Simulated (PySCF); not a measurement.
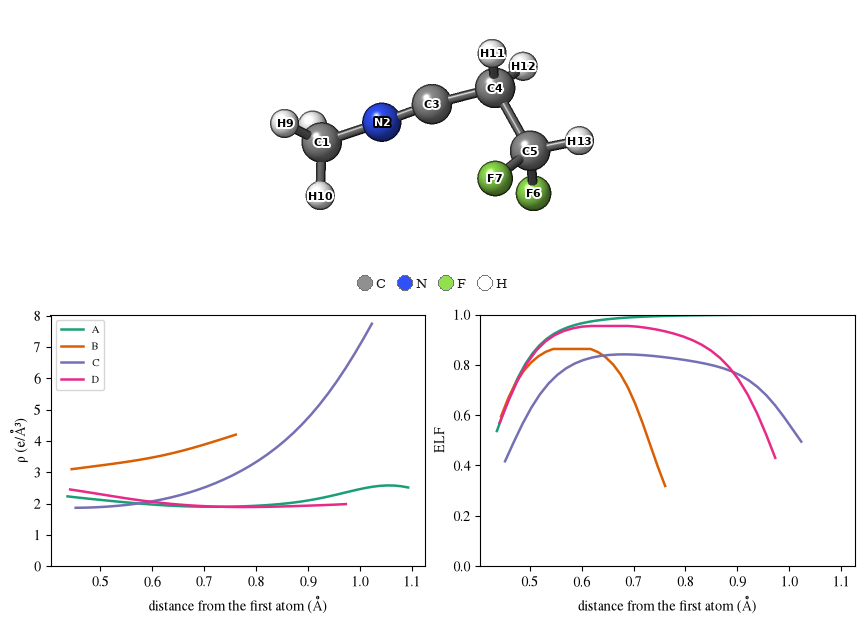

*C4H6F2N (SMILES C[N+]#CCC(F)F) (charge +1). Total electron density and ELF along straight lines between neighbouring atoms. The curves leave out the atomic cores. The structure is drawn too.*

Geometry: GFN2-xTB.

These are results of PySCF, PBE0/pcSseg-1, SCF density, gas phase, non-relativistic, not measurements.

The calculation's input:

```
{"job": {"kind": "nmr", "xc": "PBE0", "basis": "pcSseg-1"}, "charge": 1, "multiplicity": 1}
C      2.554769     0.325238    -0.105394
N      1.220584     0.102456     0.111251
C      0.107202    -0.090105     0.317348
C     -1.286096    -0.303453     0.441600
C     -1.958584    -0.123722    -0.951079
F     -1.430229    -1.002587    -1.815891
F     -1.694311     1.106288    -1.417062
H      3.135893    -0.511786     0.289082
H      2.857731     1.250523     0.390604
H      2.731573     0.415301    -1.180552
H     -1.715217     0.420702     1.143545
H     -1.479540    -1.319818     0.803657
H     -3.048161    -0.268552    -0.906083
```

Run with:

```sh
OMP_NUM_THREADS=1 python probes_run.py task.json out
```

Q: Which curve belongs to which contact (C–C, C–F, C–H and C–N)? The first atom named is at distance zero.

A: Curve A: C–H (1.09 Å): the density is about 2 e/Å³ at the midpoint; the ELF climbs to about 1 towards the hydrogen, as it does in any bond to H (a covalent bond by its length). Curve B: C–N (1.15 Å): ρ at the midpoint is about 3.4 e/Å³; the ELF peaks at about 0.85 between the atoms; a short, multiple covalent bond. Curve C: C–F (1.34 Å): ρ is about 2.3 e/Å³ halfway; the ELF peaks at about 0.85 between the atoms (a shared but strongly polarised pair). Curve D: C–C (1.42 Å): ρ at the midpoint is about 1.9 e/Å³; the ELF peaks at about 0.95 between the atoms, as expected for a covalent bond.
